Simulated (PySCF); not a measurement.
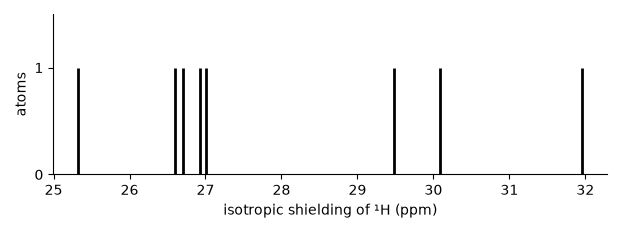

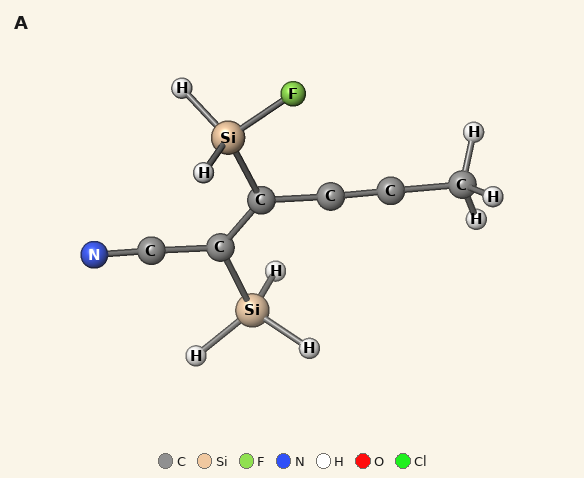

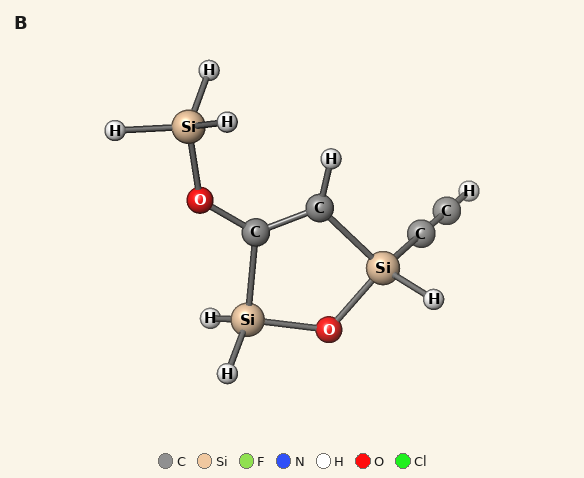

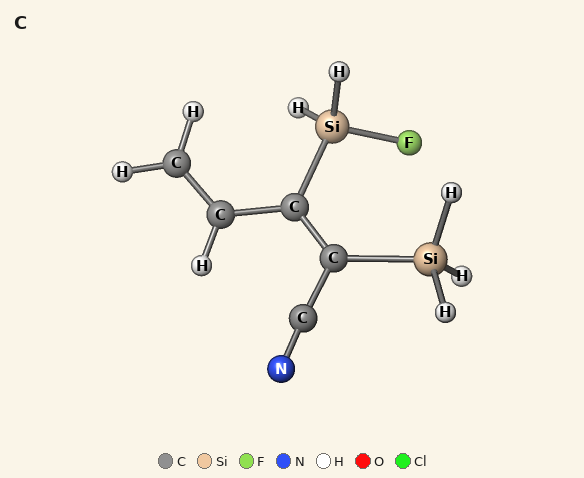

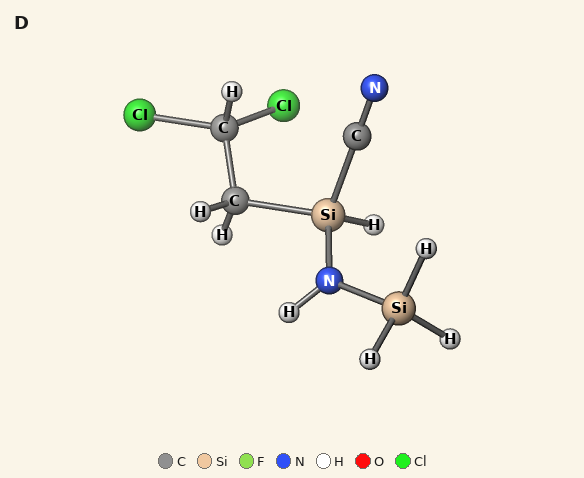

The sticks are computed shieldings of one of the molecules, for one fixed geometry (GFN2-xTB) without averaging over rotations. Low shielding means a high chemical shift. Method: GIAO PBE0/pcSseg-1 NMR shielding, non-relativistic, gas phase (PySCF 2.14.0).

> Which molecule gives this pattern?

D, `N#C[Si@H](CC(Cl)Cl)N[SiH3]`. Its 8 H atoms give lines at 25.33, 26.60, 26.70, 26.93, 27.01, 29.48, 30.09, 31.96 ppm.

The geometry is semi-empirical. Around Si such bond lengths and angles can be off by a tenth of an ångström or more and by several degrees, and values that hang on the shape move with them.
